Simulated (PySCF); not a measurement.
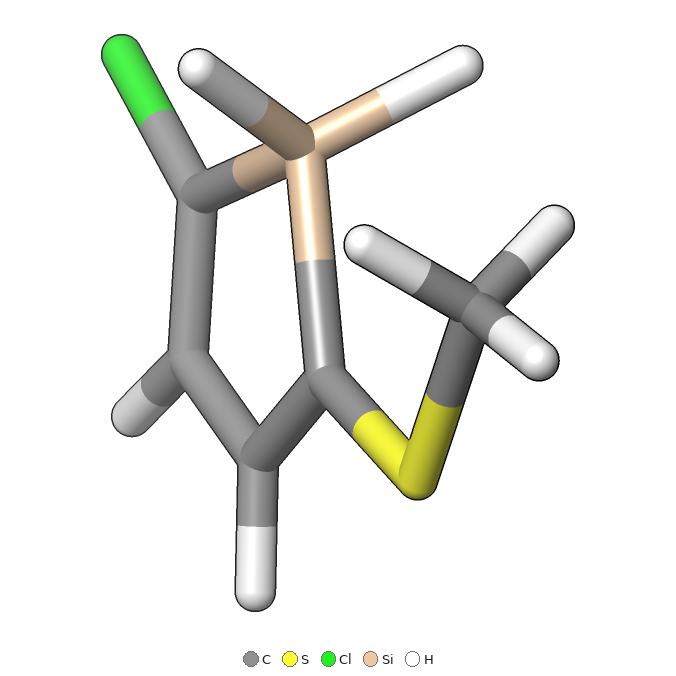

The geometry was computed by an optimisation with GFN2-xTB. No frequency run is at hand to confirm it as a minimum.

Draw it as a skeletal formula.

SMILES: CSC1=CC=C(Cl)[SiH2]1

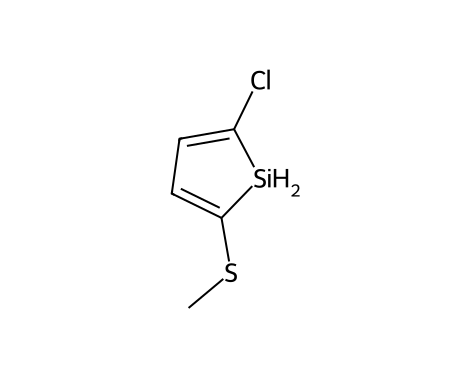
